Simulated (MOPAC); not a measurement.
**CH₅FSSn: frequency calculation (part 1 of 2)**

System: CH₅FSSn, SMILES [CH3][SnH]([F])[SH].
Method: PM6-D3H4, closed shell, dispersion D3H4 (MOPAC 23.2.5).

The geometry was optimised with PM6-D3H4.

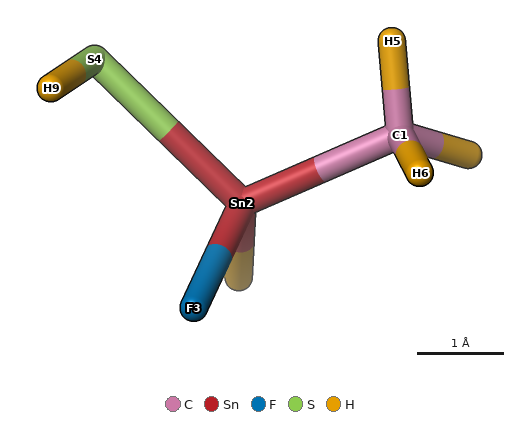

Fig. 1: The input geometry (stick view, seen at a tilt; atoms are numbered from 1 in the order of the input). Sticks mark near contacts. Bond lengths as drawn: C–H 1.10 to 1.11 Å, C–Sn 2.13 Å, F–Sn 1.99 Å, H–S 1.36 Å, H–Sn 1.68 Å and S–Sn 2.43 Å.

Input file (calc.mop):
```
THERMO(298,398,100) FORCE PM6-D3H4 THREADS=1 AUX(PRECISION=6)
PM6-D3H4 frequencies

C     -0.093084 +1     0.641368 +1    -1.249197 +1
Sn     0.441571 +1    -0.755437 +1     0.263843 +1
F      1.930617 +1     0.129420 +1     1.247324 +1
S     -1.269063 +1    -0.804792 +1     1.986435 +1
H     -1.138782 +1     0.964641 +1    -1.097788 +1
H      0.574299 +1     1.519712 +1    -1.161283 +1
H      0.020619 +1     0.180825 +1    -2.243132 +1
H      0.964787 +1    -2.288905 +1    -0.174261 +1
H     -0.693508 +1     0.067916 +1     2.852667 +1
```

Hardware: 1 thread of Arm Neoverse V1, 24 GiB of memory available, shared host.

Launch command:
```bash
mopac calc.mop
```

Log:
```
MOPAC v23.2.5
PM6-D3H4 CALCULATION RESULTS

 *  PM6-D3H4   - CORRECT DISPERSION AND HYDROGEN BOND TERMS USING THE D3H4 METHOD
 *  FORCE      - FORCE CALCULATION SPECIFIED
 *  THREADS=1  - MULTI-THREADING NOT USED
 *  AUX        - OUTPUT AUXILIARY INFORMATION
 *  THERMO     - THERMODYNAMIC QUANTITIES TO BE CALCULATED
THERMO(298,398,100) FORCE PM6-D3H4 THREADS=1 AUX(PRECISION=6)
 PM6-D3H4 frequencies

   ATOM   CHEMICAL          X               Y               Z
  NUMBER   SYMBOL      (ANGSTROMS)     (ANGSTROMS)     (ANGSTROMS)

     1       C         -0.09308400  *   0.64136800  *  -1.24919700  *
     2      Sn          0.44157100  *  -0.75543700  *   0.26384300  *
     3       F          1.93061700  *   0.12942000  *   1.24732400  *
     4       S         -1.26906300  *  -0.80479200  *   1.98643500  *
     5       H         -1.13878200  *   0.96464100  *  -1.09778800  *
     6       H          0.57429900  *   1.51971200  *  -1.16128300  *
     7       H          0.02061900  *   0.18082500  *  -2.24313200  *
     8       H          0.96478700  *  -2.28890500  *  -0.17426100  *
     9       H         -0.69350800  *   0.06791600  *   2.85266700  *

          CARTESIAN COORDINATES

    NO.       ATOM           X           Y           Z

     1         C         -0.0931      0.6414     -1.2492
     2        Sn          0.4416     -0.7554      0.2638
     3         F          1.9306      0.1294      1.2473
     4         S         -1.2691     -0.8048      1.9864
     5         H         -1.1388      0.9646     -1.0978
     6         H          0.5743      1.5197     -1.1613
     7         H          0.0206      0.1808     -2.2431
     8         H          0.9648     -2.2889     -0.1743
     9         H         -0.6935      0.0679      2.8527

           Empirical Formula: C H5 Sn F S  =     9 atoms

      MOLECULAR POINT GROUP   :   C1

      RHF CALCULATION, NO. OF DOUBLY OCCUPIED LEVELS = 13

          HEAT OF FORMATION =     -64.285694 KCALS/MOLE

          CARTESIAN COORDINATE DERIVATIVES

   NUMBER  ATOM         X            Y            Z

     1       C     -0.000642     0.003327     0.011661
     2      Sn      0.000928     0.001131    -0.000652
     3       F     -0.000588    -0.001647     0.002304
     4       S     -0.000974    -0.006765    -0.000728
     5       H      0.002633     0.002371    -0.007223
     6       H      0.000299    -0.001584    -0.003364
     7       H     -0.003373    -0.004195    -0.002813
     8       H     -0.000409     0.001203     0.000330
     9       H      0.002127     0.006160     0.000485

 DIPOLE           X         Y         Z       TOTAL
 POINT-CHG.    -1.563    -2.244    -3.250     4.247
 HYBRID        -0.047     0.249     1.043     1.074
 SUM           -1.609    -1.995    -2.207     3.382

          GRADIENT NORM =   0.01912

          MOLECULAR WEIGHT =  186.80

          ROTATIONAL CONSTANTS IN CM(-1)

          A =    0.13091023   B =    0.07306527   C =    0.05850386

           PRINCIPAL MOMENTS OF INERTIA IN UNITS OF 10**(-40)*GRAM-CM**2

          A =      213.8317   B =      383.1198   C =      478.4770

          ORIENTATION OF MOLECULE IN FORCE CALCULATION

    NO.       ATOM         X         Y         Z

     1          C      -2.1525   -0.0795   -0.3821
     2         Sn      -0.0250   -0.0795   -0.3821
     3          F       0.4677    1.8504   -0.3821
     4          S       0.8026   -0.7554    1.7983
     5          H      -2.5198   -0.5672    0.5389
     6          H      -2.4989    0.9714   -0.3989
     7          H      -2.5284   -0.6135   -1.2690
     8          H       0.8017   -0.8132   -1.6452
     9          H       0.9903    0.4823    2.3238

    FIRST DERIVATIVES WILL BE USED IN THE CALCULATION OF SECOND DERIVATIVES

          ESTIMATED TIME TO COMPLETE CALCULATION =        0.42 SECONDS

    FOR POINT-GROUP C1   THERE ARE   1 UNIQUE SYMMETRY FUNCTIONS.

 STEP:   1 TIME =     0.01 SECS, INTEGRAL =      0.01 TIME LEFT: 172799.98
 STEP:   2 TIME =     0.01 SECS, INTEGRAL =      0.02 TIME LEFT: 172799.98
 STEP:   3 TIME =     0.01 SECS, INTEGRAL =      0.02 TIME LEFT: 172799.97
 STEP:   4 TIME =     0.00 SECS, INTEGRAL =      0.02 TIME LEFT: 172799.97
 STEP:   5 TIME =     0.01 SECS, INTEGRAL =      0.03 TIME LEFT: 172799.96
 STEP:   6 TIME =     0.01 SECS, INTEGRAL =      0.04 TIME LEFT: 172799.95
 STEP:   7 TIME =     0.00 SECS, INTEGRAL =      0.04 TIME LEFT: 172799.95
 STEP:   8 TIME =     0.01 SECS, INTEGRAL =      0.05 TIME LEFT: 172799.95
 STEP:   9 TIME =     0.01 SECS, INTEGRAL =      0.05 TIME LEFT: 172799.94
 STEP:  10 TIME =     0.01 SECS, INTEGRAL =      0.06 TIME LEFT: 172799.93
 STEP:  11 TIME =     0.00 SECS, INTEGRAL =      0.06 TIME LEFT: 172799.93
 STEP:  12 TIME =     0.01 SECS, INTEGRAL =      0.07 TIME LEFT: 172799.92
 STEP:  13 TIME =     0.01 SECS, INTEGRAL =      0.08 TIME LEFT: 172799.91
 STEP:  14 TIME =     0.00 SECS, INTEGRAL =      0.08 TIME LEFT: 172799.91
 STEP:  15 TIME =     0.01 SECS, INTEGRAL =      0.09 TIME LEFT: 172799.91
 STEP:  16 TIME =     0.01 SECS, INTEGRAL =      0.09 TIME LEFT: 172799.90
 STEP:  17 TIME =     0.01 SECS, INTEGRAL =      0.10 TIME LEFT: 172799.89
 STEP:  18 TIME =     0.00 SECS, INTEGRAL =      0.10 TIME LEFT: 172799.89
 STEP:  19 TIME =     0.01 SECS, INTEGRAL =      0.11 TIME LEFT: 172799.88
 STEP:  20 TIME =     0.00 SECS, INTEGRAL =      0.11 TIME LEFT: 172799.88
 STEP:  21 TIME =     0.01 SECS, INTEGRAL =      0.12 TIME LEFT: 172799.88
 STEP:  22 TIME =     0.01 SECS, INTEGRAL =      0.12 TIME LEFT: 172799.87
 STEP:  23 TIME =     0.00 SECS, INTEGRAL =      0.12 TIME LEFT: 172799.87
 STEP:  24 TIME =     0.01 SECS, INTEGRAL =      0.13 TIME LEFT: 172799.86
 STEP:  25 TIME =     0.01 SECS, INTEGRAL =      0.14 TIME LEFT: 172799.85
 STEP:  26 TIME =     0.01 SECS, INTEGRAL =      0.15 TIME LEFT: 172799.84
 STEP:  27 TIME =     0.01 SECS, INTEGRAL =      0.16 TIME LEFT: 172799.84

(To convert to Hartree/Bohr^2, multiply by (10^(-21) x N x a0^2)/(4.184 x 627.51) =  0.0642)

           FORCE MATRIX IN MILLIDYNES/ANGSTROM

                  C  1      Sn  2       F  3       S  4       H  5       H  6
 ------------------------------------------------------------------------------
     C    1   9.390051
    Sn    2   1.805279   8.066261
     F    3   0.151991   3.200607   3.383651
     S    4   0.128873   2.331809   0.117471   5.032171
     H    5   3.511710   0.454642   0.017309   0.019780   4.293596
     H    6   3.501718   0.472514   0.029860   0.016499   0.581845   4.284088
     H    7   3.524003   0.453422   0.018190   0.018125   0.577718   0.577205
     H    8   0.128872   3.684906   0.124561   0.101206   0.022629   0.022122
     H    9   0.020137   0.231005   0.027283   4.055656   0.005007   0.004694

                  H  7       H  8       H  9
 ------------------------------------------
     H    7   4.310602
     H    8   0.017680   3.740262
     H    9   0.002667   0.022848   4.097366

          HEAT OF FORMATION =     -64.285694 KCALS/MOLE

          ZERO POINT ENERGY      32.887 KCAL/MOL

           NORMAL COORDINATE ANALYSIS (Total motion = 1 Angstrom)

   Root No.       1         2         3         4         5         6         7         8

                 1 A       2 A       3 A       4 A       5 A       6 A       7 A       8 A

                  44.1     101.5     118.3     133.5     159.8     407.1     526.0     551.1

           1    0.0004   -0.0126    0.0063    0.0069   -0.0186   -0.0331   -0.0176    0.0240
           2    0.0004   -0.0120   -0.0655   -0.0365   -0.0990    0.0052   -0.0004    0.0033
           3    0.0072   -0.0534    0.0412    0.1151   -0.0337   -0.0082   -0.0014    0.0080
           4    0.0003   -0.0140    0.0057    0.0073   -0.0182   -0.0268   -0.0001   -0.0113
           5   -0.0016   -0.0086    0.0158   -0.0024    0.0170    0.0201   -0.0101   -0.0058
           6   -0.0004   -0.0062    0.0028   -0.0261    0.0094   -0.0759    0.0034   -0.0002
           7    0.0033    0.0444    0.0102    0.0329    0.1073    0.0044    0.0167    0.0160
           8   -0.0024   -0.0226    0.0139   -0.0094   -0.0172    0.0059    0.0318    0.0165
           9   -0.0098    0.0965   -0.0610    0.0629   -0.0148    0.0062   -0.0167   -0.0052
          10   -0.0026    0.0168   -0.0440   -0.0442    0.0210    0.1065    0.0016    0.0021
          11    0.0074    0.0477   -0.0339    0.0304   -0.0028   -0.0759   -0.0021    0.0020
          12    0.0034   -0.0007    0.0097    0.0034   -0.0129    0.2690    0.0136   -0.0113
          13    0.0034   -0.0335    0.0468    0.0898   -0.0061    0.0235   -0.0632    0.0514
          14   -0.2734   -0.0321   -0.0844   -0.0233   -0.1264   -0.0012    0.0161    0.0197
          15   -0.1372   -0.0721    0.0482    0.1570   -0.0427    0.0148   -0.0154    0.0338
          16    0.0002   -0.0132   -0.0408   -0.0157   -0.0971   -0.0502    0.0305    0.0590
          17    0.0056   -0.0115   -0.0814   -0.0446   -0.1272    0.0003    0.0168    0.0211
          18    0.3198   -0.0353    0.0528    0.1218   -0.0481    0.0154   -0.0147    0.0310
          19   -0.0021    0.0071    0.0109   -0.0540    0.0440   -0.0738   -0.0076   -0.0519
          20    0.2676    0.0089   -0.0800   -0.0656   -0.1328   -0.0013    0.0175    0.0192
          21   -0.1529   -0.0743    0.0480    0.1595   -0.0414    0.0131   -0.0159    0.0312
          22   -0.0018   -0.0077    0.0102   -0.0159   -0.0281    0.1061   -0.0473    0.6221
          23   -0.0097    0.0210    0.0201    0.0234   -0.0064   -0.0399    0.5541    0.2166
          24    0.0029   -0.0196    0.0028   -0.0545    0.0153    0.0481   -0.3568    0.2832
          25   -0.0252    0.4802    0.4326   -0.1649   -0.2311    0.0783   -0.0588    0.0019
          26    0.0091    0.0757   -0.0444    0.0425   -0.0146   -0.0829    0.0573   -0.0065
          27    0.0073   -0.2283   -0.1361    0.0192    0.1033    0.2726   -0.0980    0.0093

   Root No.       9        10        11        12        13        14        15        16

                 9 A      10 A      11 A      12 A      13 A      14 A      15 A      16 A

                 586.5     595.0     686.1     836.1     840.4    1319.5    1338.5    1342.3

           1    0.1971    0.1281   -0.0010   -0.0023   -0.0005   -0.0607   -0.0040   -0.0111
           2    0.0003   -0.0078   -0.0036   -0.0576    0.0030    0.0071   -0.0384   -0.0300
           3   -0.0014   -0.0020   -0.0003    0.0028    0.0616    0.0037    0.0309   -0.0385
           4   -0.0199   -0.0212   -0.0004    0.0003   -0.0004   -0.0012   -0.0001   -0.0001
           5    0.0127   -0.0272   -0.0056    0.0044   -0.0002    0.0001    0.0001    0.0001
           6    0.0005   -0.0015   -0.0009   -0.0003   -0.0043    0.0000   -0.0001    0.0002
           7   -0.0218    0.0447    0.0031    0.0017    0.0002    0.0001    0.0002    0.0002
           8   -0.0878    0.1934    0.0053   -0.0014    0.0000    0.0001   -0.0002   -0.0001
           9   -0.0037    0.0055    0.0010    0.0005    0.0015    0.0001    0.0002   -0.0003
          10    0.0002    0.0002   -0.0065    0.0002   -0.0006   -0.0000   -0.0001    0.0001
          11    0.0002   -0.0032    0.0242   -0.0015    0.0002   -0.0000   -0.0000   -0.0001
          12    0.0045    0.0031   -0.0138    0.0006    0.0001    0.0001    0.0000   -0.0001
          13    0.1479    0.0955   -0.0261   -0.2111   -0.3660    0.2918    0.1423    0.0048
          14    0.0055   -0.0042    0.0120    0.0888    0.0092   -0.1155    0.1207    0.3542
          15   -0.0064   -0.0039   -0.0035   -0.0148   -0.1011    0.0547    0.1300    0.1861
          16    0.1683    0.1054    0.0378    0.3970   -0.0079    0.3125   -0.0914   -0.0292
          17    0.0033   -0.0063    0.0113    0.0945   -0.0021    0.1036   -0.0416   -0.0089
          18   -0.0046   -0.0034   -0.0023   -0.0056   -0.0825   -0.0420   -0.2674    0.3486
          19    0.1699    0.1068   -0.0146   -0.1935    0.3845    0.2632    0.0054    0.1720
          20    0.0039   -0.0055    0.0113    0.0922   -0.0182   -0.0791    0.3714    0.0057
          21   -0.0043   -0.0038   -0.0026    0.0039   -0.1088   -0.0619   -0.2246   -0.0863
          22   -0.0761   -0.1820   -0.0337   -0.0236    0.0541   -0.0003    0.0007   -0.0036
          23    0.1363   -0.2428    0.1001   -0.0477   -0.0094   -0.0034   -0.0021   -0.0011
          24   -0.1049    0.0220   -0.0830    0.0144    0.0377   -0.0027    0.0013   -0.0019
          25   -0.0091   -0.0090    0.2442   -0.0120    0.0023    0.0006   -0.0002   -0.0023
          26    0.0032    0.0080   -0.2972    0.0096   -0.0007    0.0002   -0.0003    0.0001
          27   -0.0000   -0.0179    0.6254   -0.0220    0.0004    0.0005    0.0001   -0.0004

   Root No.      17        18        19        20        21

                17 A      18 A      19 A      20 A      21 A

                2517.4    2664.1    2680.5    2690.3    2866.7

           1   -0.0018   -0.0000   -0.0006   -0.0004    0.0196
           2   -0.0000    0.0032   -0.0471   -0.0215    0.0001
           3   -0.0003   -0.0013    0.0224   -0.0453    0.0001
           4    0.0041   -0.0001    0.0000    0.0000    0.0004
           5   -0.0036    0.0001   -0.0001   -0.0000    0.0000
           6   -0.0060   -0.0001    0.0000   -0.0001    0.0000
           7    0.0001   -0.0001    0.0001    0.0000   -0.0001
           8   -0.0001   -0.0002   -0.0001   -0.0000   -0.0001
           9   -0.0002   -0.0002    0.0000   -0.0000   -0.0000
          10    0.0000   -0.0038   -0.0002    0.0000   -0.0001
          11   -0.0003   -0.0255   -0.0009   -0.0001   -0.0000
          12   -0.0002   -0.0106   -0.0003   -0.0000   -0.0001
          13    0.0050   -0.0094    0.1374   -0.0978   -0.0924
          14    0.0014   -0.0085    0.1544   -0.1508   -0.1453
          15   -0.0036    0.0210   -0.3405    0.2187    0.2738
          16    0.0043    0.0115   -0.1495   -0.0647   -0.0852
          17   -0.0039   -0.0328    0.4294    0.1850    0.3069
          18   -0.0003   -0.0003    0.0090   -0.0374   -0.0051
          19    0.0029   -0.0017    0.0167    0.1636   -0.0974
          20    0.0012    0.0011   -0.0104    0.2277   -0.1630
          21    0.0021   -0.0044    0.0595    0.3700   -0.2705
          22   -0.4732    0.0040    0.0001   -0.0009   -0.0041
          23    0.4233   -0.0047   -0.0007    0.0002    0.0015
          24    0.7260   -0.0061    0.0002    0.0002    0.0026
          25    0.0014    0.1273    0.0043    0.0001    0.0001
          26    0.0086    0.8107    0.0274    0.0018    0.0020
          27    0.0023    0.3585    0.0121    0.0007    0.0009

           MASS-WEIGHTED COORDINATE ANALYSIS (NORMAL COORDINATES)

   Root No.       1         2         3         4         5         6         7         8

                 1 A       2 A       3 A       4 A       5 A       6 A       7 A       8 A

                  44.1     101.5     118.3     133.5     159.8     407.1     526.0     551.1

           1    0.0026   -0.0527    0.0303    0.0317   -0.0831   -0.0587   -0.0848    0.1099
           2    0.0026   -0.0500   -0.3125   -0.1677   -0.4425    0.0092   -0.0021    0.0153
           3    0.0453   -0.2232    0.1966    0.5282   -0.1504   -0.0145   -0.0067    0.0368
           4    0.0070   -0.1845    0.0858    0.1059   -0.2564   -0.1498   -0.0011   -0.1631
           5   -0.0325   -0.1127    0.2377   -0.0352    0.2385    0.1121   -0.1528   -0.0838
           6   -0.0082   -0.0814    0.0427   -0.3760    0.1319   -0.4234    0.0513   -0.0034
           7    0.0259    0.2335    0.0611    0.1898    0.6030    0.0099    0.1010    0.0919
           8   -0.0193   -0.1190    0.0836   -0.0541   -0.0964    0.0132    0.1926    0.0951
           9   -0.0779    0.5074   -0.3664    0.3629   -0.0832    0.0137   -0.1015   -0.0299
          10   -0.0266    0.1146   -0.3435   -0.3314    0.1532    0.3088    0.0126    0.0155
          11    0.0761    0.3259   -0.2643    0.2279   -0.0203   -0.2201   -0.0169    0.0152
          12    0.0351   -0.0050    0.0757    0.0258   -0.0945    0.7799    0.1076   -0.0843
          13    0.0062   -0.0405    0.0648    0.1193   -0.0079    0.0121   -0.0883    0.0681
          14   -0.5016   -0.0389   -0.1168   -0.0310   -0.1636   -0.0006    0.0225    0.0261
          15   -0.2518   -0.0874    0.0667    0.2086   -0.0553    0.0076   -0.0215    0.0448
          16    0.0003   -0.0160   -0.0565   -0.0208   -0.1258   -0.0258    0.0427    0.0782
          17    0.0103   -0.0139   -0.1126   -0.0592   -0.1647    0.0002    0.0235    0.0280
          18    0.5867   -0.0428    0.0731    0.1619   -0.0623    0.0079   -0.0206    0.0411
          19   -0.0039    0.0086    0.0151   -0.0718    0.0570   -0.0379   -0.0107   -0.0688
          20    0.4909    0.0108   -0.1107   -0.0872   -0.1719   -0.0007    0.0244    0.0255
          21   -0.2805   -0.0900    0.0664    0.2119   -0.0537    0.0067   -0.0222    0.0413
          22   -0.0033   -0.0093    0.0142   -0.0211   -0.0364    0.0545   -0.0661    0.8246
          23   -0.0178    0.0254    0.0278    0.0311   -0.0083   -0.0205    0.7742    0.2872
          24    0.0054   -0.0237    0.0038   -0.0724    0.0199    0.0247   -0.4986    0.3755
          25   -0.0462    0.5818    0.5983   -0.2191   -0.2992    0.0403   -0.0822    0.0025
          26    0.0166    0.0917   -0.0614    0.0565   -0.0189   -0.0426    0.0801   -0.0086
          27    0.0135   -0.2766   -0.1883    0.0256    0.1338    0.1401   -0.1369    0.0123

   Root No.       9        10        11        12        13        14        15        16

                 9 A      10 A      11 A      12 A      13 A      14 A      15 A      16 A

                 586.5     595.0     686.1     836.1     840.4    1319.5    1338.5    1342.3
```
